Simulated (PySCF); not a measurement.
**CMgO₂ (+2), a complex of two parts: interaction energy**

Wanted: the interaction energy for `O=C=O` with `[Mg+2]`.

Programs: PySCF 2.14.0. All values are calculated, for the isolated system unless a continuum is named. Atoms count from 0, parts from 1.

## Step 1: Starting point

4 atoms, charge 2, multiplicity 1; geometry: GFN2-xTB. Parts: 1 = atoms 0–2, `O=C=O`, charge 0; 2 = atom 3, `[Mg+2]`, charge 2.

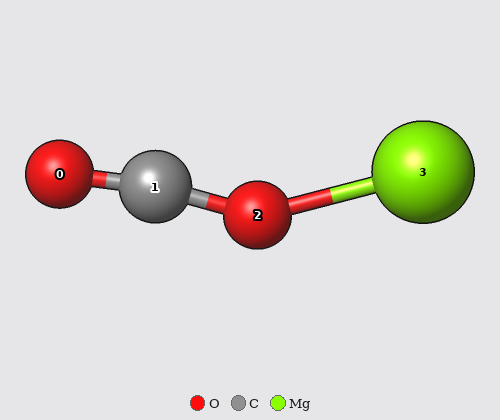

The starting geometry (oxygen red, carbon grey, magnesium green), atoms numbered.

## Step 2: Relaxing the molecule at PBE0-D3(BJ)/def2-SVPD

The job: settings as JSON, then the geometry in Å.

```
{"job": {"xc": "PBE0", "basis": "def2-SVPD", "d3": "d3bj", "grid": 2, "kind": "geom", "shake": 0.01}, "charge": 2, "multiplicity": 1, "parts": [{"atoms": "0-2", "charge": 0, "multiplicity": 1}, {"atoms": "3-3", "charge": 2, "multiplicity": 1}]}
O     -1.068974    -0.163960     0.083325
C     -0.018746     0.100994    -0.055959
O      1.168893     0.238861    -0.141062
Mg     2.696138     1.297977    -0.686016
```

Run with:

```
OMP_NUM_THREADS=1 python cluster_run.py task.json out
```

One launch serves the whole session: the jobs run in the order shown.

**Question.** The jobs that follow are: CCSD(T)/aug-cc-pVDZ and MP2/aug-cc-pVTZ counterpoise interaction energy, frozen core, gas phase. Predict: point group; rotational constants (main isotopes); interaction energy, CCSD(T) limit estimate; MP2/aug-cc-pVTZ; T1 diagnostic.

As calculated:

```
                                  quantity            value
                               point group            Cinfv
      rotational constants (main isotopes)   2.67, 2.67 GHz
interaction energy, CCSD(T) limit estimate  -63.12 kcal/mol
                           MP2/aug-cc-pVTZ  -62.63 kcal/mol
                             T1 diagnostic           0.0147
```

The optimisation took 25 steps and gained 0.232 eV; among the close pairs (by a distance rule), O2–Mg3 changed most, from 1.937 to 1.895 Å. The interaction energy leaves out the deformation of the parts, 2.77 kcal/mol (MP2); added to the CCSD(T) estimate it gives a binding of about -60.35 kcal/mol. The estimate adds CCSD(T) less MP2 in the small basis (-0.45 kcal/mol) to extrapolated MP2. Hartree-Fock gives -65.09 against -63.12 kcal/mol, so correlation weakens the interaction of the frozen parts.
